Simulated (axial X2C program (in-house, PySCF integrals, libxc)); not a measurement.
**Run report: NbMg, relativistic diatomic calculation**

System: NbMg, single determinant with Ω = 1/2.
Method: PBE0, two-component X2C with atomic mean-field Coulomb and Gaunt terms, Nb dyall-cv3z, Mg dyall-cv3z (cores contracted) (axial X2C program (in-house, PySCF integrals, libxc)).

**Input file**
```
{"zs": [41, 12], "q": 0, "bas": ["dyall-cv3z", "dyall-cv3z"], "levels": ["PBE0", "HF", "PBE50"], "cc": true, "r0": 2.86, "thr": -2.0, "nmax": 90, "npts": 10, "nst": 2, "ntry": 6}
```

The line is the task of a batch: nuclear charges, charge, bases, the levels to run, a first guess of the distance and further settings. This report covers PBE0 with spin-orbit coupling. The log is that of the reference distance 2.95 Å, started from orbitals converged before.

The run was one of a batch that the task file lists, launched with:
```bash
python <driver script> task.json out
```

**Log**
```
two-component X2C + atomic mean field  PBE0
basis functions 238  fitting functions 1010  grid points 5085
iter        total energy     max residual
   1      -4017.862932902     9.38e-05
   2      -4017.862932907     3.62e-05
   3      -4017.862932925     1.36e-05
   4      -4017.862932925     7.81e-06
converged
one-electron -5723.54476119  Coulomb 1755.17515250  exact exchange -33.44685393  xc functional -102.53812962  nuclear repulsion 88.25599586  atomic mean-field constant -1.76433654
```

**The points of the curve**

| R (Å) | E (hartree) | dipole (D; origin at the first atom, positive when the second is positive) | highest filled (eV) | lowest empty (eV) |
| --- | --- | --- | --- | --- |
| 2.773 | −4017.861510 | −0.62 | −4.16 | −2.53 |
| 2.861 | −4017.862646 | −0.60 | −4.18 | −2.49 |
| 2.950 | −4017.862933 | −0.57 | −4.21 | −2.45 |
| 3.053 | −4017.862520 | −0.52 | −4.24 | −2.41 |
| 3.156 | −4017.861549 | −0.48 | −4.27 | −2.38 |

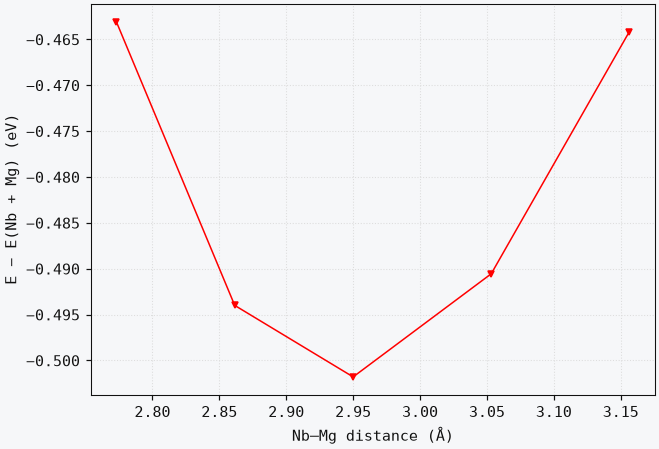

Energy at 5 bond lengths, for one set of occupations held fixed; the line joins the points. A polynomial of degree 3 through 5 points gives rₑ = 2.943 Å, ωₑ = 175.4 cm⁻¹ and Bₑ = 0.1021 cm⁻¹. The minimum lies 0.50 eV below Nb + Mg, each computed as one determinant at the same level.

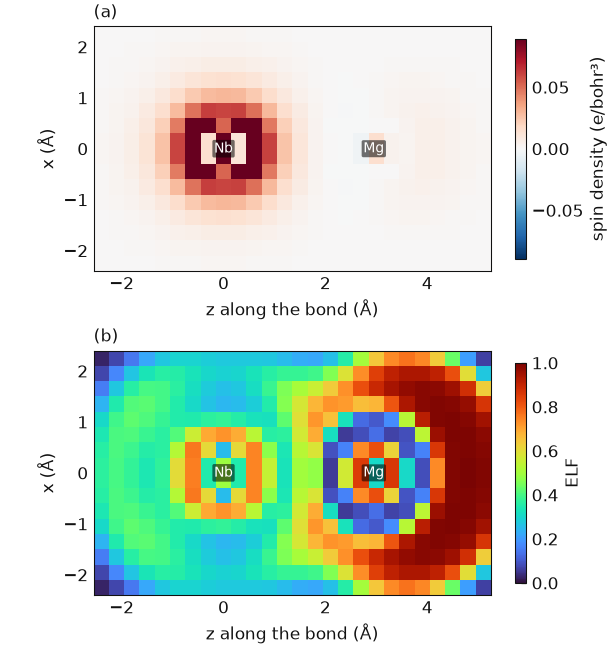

(a) spin density; (b) electron localisation function, in a plane that holds the axis, at 2.95 Å, on points 0.3 Å apart (one half computed, the other mirrored); the structure near the nuclei is finer than these points.

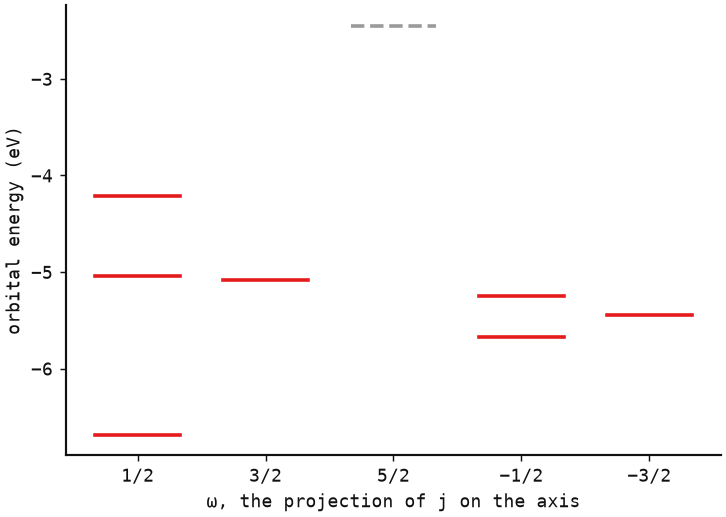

Orbital energies near the frontier at 2.95 Å, filled (solid) and empty (dashed). The highest filled spinor (1/2; 28 % Mg p, 23 % Mg s) lies at −4.21 eV, the lowest empty one (5/2; 100 % Nb d) at −2.45 eV.

**Results in brief**

```
                 quantity                                                                 value
                  outcome                                                             converged
           bond length rₑ                                                               2.943 Å
                       ωₑ                                                            175.4 cm⁻¹
    energy at the minimum                                                   −4017.86294 hartree
depth below the fragments                                                               0.50 eV
                 hardware  1 thread of Arm Neoverse V2, 24 GiB of memory available, shared host
                wall time                                                                  11 s
              peak memory                                                                 1 GiB
```

**Remarks**

Limits: 5 of the 10 points asked for were kept.
